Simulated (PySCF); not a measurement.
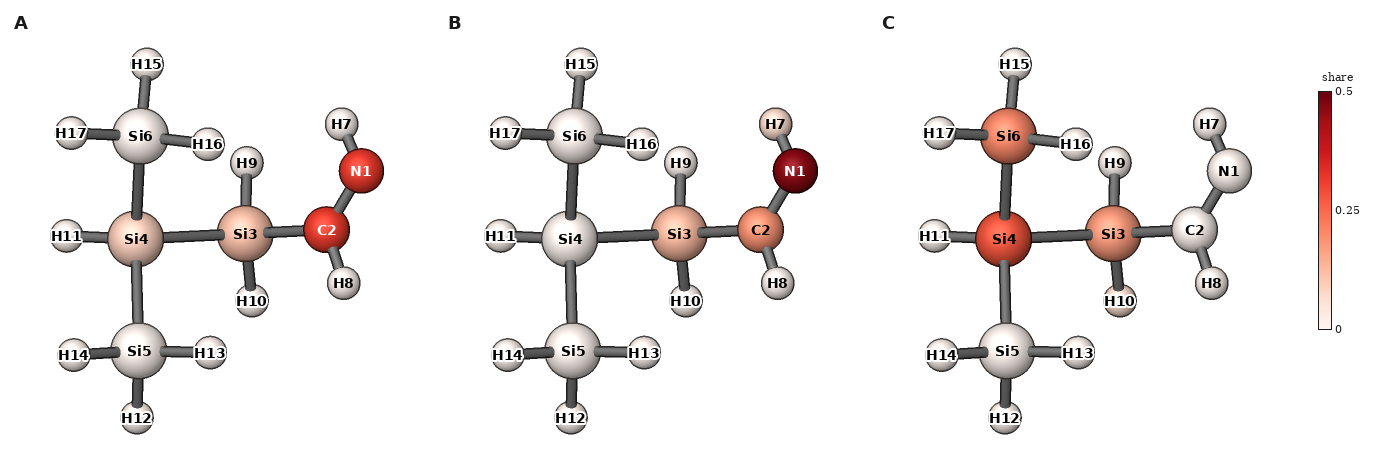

Each panel colours the atoms by their Löwdin share in one orbital (up to four of the largest shares; other atoms are shown as zero). The computed structure is the end point of a PBE0-D3(BJ)/def2-SVP optimisation. No frequency run is at hand to confirm it as a minimum. Computed with PBE0/def2-SVPD (PySCF 2.14.0).

### The panels show the HOMO−1, HOMO, LUMO, in some order. Which is which?

A: LUMO, −1.28 eV; N1 0.31, C2 0.31, Si3 0.11, Si4 0.09
B: HOMO, −7.29 eV; N1 0.46, C2 0.18, Si3 0.13, H7 0.07
C: HOMO−1, −8.09 eV; Si4 0.28, Si6 0.20, Si3 0.17, H10 0.06
